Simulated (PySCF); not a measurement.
**SiCl3: one geometry, many levels of theory and rigid scans**

Aim: at the PBE0 minimum of doublet SiCl3, found before, compare methods on energies and levels. Rigid scans about the minimum follow.

Program: PySCF 2.14.0. Level of theory: several methods, basis Si def2-SVP, Cl def2-SVP, no relativity, density fitting. These are calculated values, not measurements.

## (1) Where the work starts

4 atoms, charge 0, spin multiplicity 2.

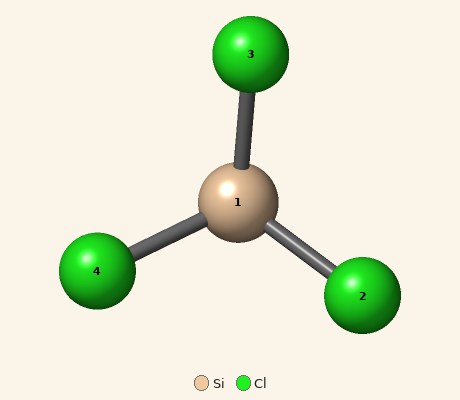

As it starts; silicon light orange, chlorine green; atoms are numbered from 1 in the order of the file.

```xyz
4
charge 0 multiplicity 2
Si    0.0000    0.0000   -0.5488
Cl    1.9388    0.0000    0.1463
Cl   -0.9694    1.6791    0.1463
Cl   -0.9694   -1.6791    0.1463
```

## (2) PBE0

One driver script runs all steps and calls PySCF; scf.py shows the equivalent input of each level. Each SCF starts from the density of the minimum. The driver also runs the species with one electron less or more at the same geometry (one less: multiplicity 1, one more: multiplicity 1); their logs are not shown.

The input, scf.py:

```python
from pyscf import gto, scf, dft
mol = gto.M(atom='''
Si    -0.000000    -0.000000    -0.548837
Cl     1.938810     0.000003     0.146285
Cl    -0.969407     1.679057     0.146285
Cl    -0.969403    -1.679060     0.146286''',
    basis={'Si': 'def2-SVP', 'Cl': 'def2-SVP'},
    charge=0, spin=1)
mf = dft.UKS(mol, xc='PBE0')
mf.grids.atom_grid = (99, 590)
aux = {'Si': 'def2-universal-JKFIT', 'Cl': 'def2-universal-JKFIT'}
mf = mf.density_fit(auxbasis=aux)
mf.kernel()
```

## (3) HF

Edit scf.py of step 2 so:

```diff
@@ -9,2 +9 @@
-mf = dft.UKS(mol, xc='PBE0')
-mf.grids.atom_grid = (99, 590)
+mf = scf.UHF(mol)
```

## (4) MP2

Edit scf.py of step 3 so:

```diff
@@ -12,0 +13,2 @@
+from pyscf.mp import dfump2
+dfump2.DFUMP2(mf, frozen=20).kernel()  # the driver gives MP2 a fitting basis of its own (RI)
```

## (5) PBE

Edit scf.py of step 4 so:

```diff
@@ -9 +9,2 @@
-mf = scf.UHF(mol)
+mf = dft.UKS(mol, xc='PBE')
+mf.grids.atom_grid = (99, 590)
@@ -13,2 +13,0 @@
-from pyscf.mp import dfump2
-dfump2.DFUMP2(mf, frozen=20).kernel()  # the driver gives MP2 a fitting basis of its own (RI)
```

## (6) CCSD(T)

Edit scf.py of step 5 so:

```diff
@@ -9,2 +9 @@
-mf = dft.UKS(mol, xc='PBE')
-mf.grids.atom_grid = (99, 590)
+mf = scf.UHF(mol)
@@ -13,0 +13,3 @@
+from pyscf import cc
+mycc = cc.CCSD(mf, frozen=20).run()
+mycc.ccsd_t()
```

## (7) r2SCAN

Edit scf.py of step 6 so:

```diff
@@ -9 +9,2 @@
-mf = scf.UHF(mol)
+mf = dft.UKS(mol, xc='R2SCAN')
+mf.grids.atom_grid = (99, 590)
@@ -13,3 +13,0 @@
-from pyscf import cc
-mycc = cc.CCSD(mf, frozen=20).run()
-mycc.ccsd_t()
```

## (8) B3LYP

Edit scf.py of step 7 so:

```diff
@@ -9 +9 @@
-mf = dft.UKS(mol, xc='R2SCAN')
+mf = dft.UKS(mol, xc='B3LYP')
```

## (9) TPSSh

Edit scf.py of step 8 so:

```diff
@@ -9 +9 @@
-mf = dft.UKS(mol, xc='B3LYP')
+mf = dft.UKS(mol, xc='TPSSH')
```

## (10) PBEsol

Edit scf.py of step 9 so:

```diff
@@ -9 +9 @@
-mf = dft.UKS(mol, xc='TPSSH')
+mf = dft.UKS(mol, xc='PBEsol')
```

## (11) LC-wPBE

Edit scf.py of step 10 so:

```diff
@@ -9 +9 @@
-mf = dft.UKS(mol, xc='PBEsol')
+mf = dft.UKS(mol, xc='LC_WPBE')
```

## (13) Breathing scan

A rigid scan with PBE0: all bonds to the central atom are scaled together. Each point starts from its neighbour's orbitals, and energies count from the minimum.

## (14) Stretching one bond

A rigid scan with PBE0: the bond from Si to the last atom (Cl) is scaled and the rest held.

(Steps that only read results are left out.)

**Question.** What will these runs give? Wanted: atomisation energy, range; vertical ionisation energy, CCSD(T); vertical electron affinity, CCSD(T); orbital gap, range; T1, D1; T1, D1 of the cation; T1, D1 of the anion; all bonds 4 % longer; one bond 20 % longer.

As calculated:

| quantity | value |
| --- | --- |
| atomisation energy, range | 807 (HF) to 1160 (PBE) kJ/mol |
| vertical ionisation energy, CCSD(T) | 8.83 eV |
| vertical electron affinity, CCSD(T) | 1.10 eV |
| orbital gap, range | 1.43 (PBEsol) to 10.52 (HF) eV |
| T1, D1 | 0.012, 0.055 |
| T1, D1 of the cation | 0.018, 0.074 |
| T1, D1 of the anion | 0.009, 0.028 |
| all bonds 4 % longer | 16.8 kJ/mol |
| one bond 20 % longer | 79.8 kJ/mol |

The atomisation energy spreads over 353 kJ/mol, from HF to PBE; without a CCSD(T) value for it there is no yardstick here. For the vertical ionisation energy, PBEsol comes nearest to CCSD(T) (+0.08 eV) and LC-wPBE is farthest (+0.83 eV). In so small a basis CCSD(T) is itself short of its limit. CCSD(T) took 50 s, about 3 times as long as PBEsol (15 s), which misses it by 0.08 eV. For the vertical electron affinity, MP2 comes nearest to CCSD(T) (-0.05 eV) and HF is farthest (-0.50 eV). The PBE orbital energy is a poor guide to ionisation (5.8 eV, 3.0 eV too small); the difference of PBE energies gives 8.9 eV. Without diffuse functions electron affinities tend to come out too low. The well is lopsided, 22.1 kJ/mol for 4 % shorter bonds against 16.8 for 4 % longer ones.
